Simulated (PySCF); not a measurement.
# C5H5FOSi: the cost of one run

The runs use PySCF 2.14.0, with density-fitted response routines of our own; the level of theory stands in each step. All values are computed, except where a source is named. Atoms are numbered from 0 throughout.

### 1 The molecule as given

13 atoms, charge 0, multiplicity 1; geometry from: GFN2-xTB.

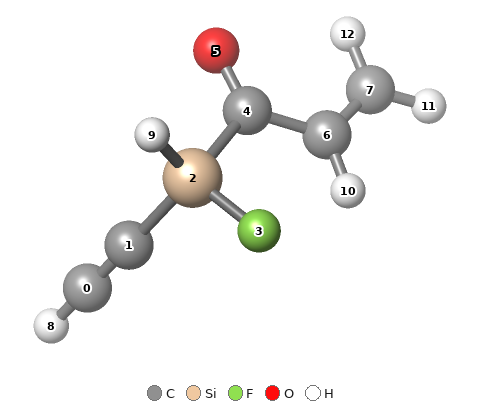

The starting geometry (carbon grey, silicon light orange, fluorine green, oxygen red, hydrogen white), atoms numbered; sticks join atoms by distance.

### 2 TDDFT and polarisability: B3LYP/def2-SVPD

Job settings and geometry (Å):

```
{"job": {"kind": "uv", "xc": "B3LYP", "basis": "def2-SVPD", "nstates": 8, "ntriplets": 3}, "charge": 0, "multiplicity": 1}
C     -3.394452    -0.184841     0.067969
C     -2.368467     0.436253    -0.022809
Si    -0.782239     1.362570    -0.190313
F     -0.378357     1.911389     1.279288
C      0.592779     0.116208    -0.706335
O      0.759057    -0.157012    -1.880280
C      1.415940    -0.486861     0.364832
C      2.430968    -1.298338     0.091508
H     -4.293408    -0.724485     0.157258
H     -0.855464     2.524918    -1.054261
H      1.153478    -0.220909     1.378571
H      3.047004    -1.738285     0.857637
H      2.668772    -1.540121    -0.932631
```

Method: TDDFT B3LYP/def2-SVPD, vertical, gas phase, core orbitals frozen in the response.

Started as:

```console
$ OMP_NUM_THREADS=1 python probes_run.py task.json out
```

The driver reads the jobs from task.json and runs them one after another.

Q: Estimate the wall time and peak memory of this job on 1 thread of Arm Neoverse N1, shared host.

About 76 s, with a peak of 0.83 GiB.
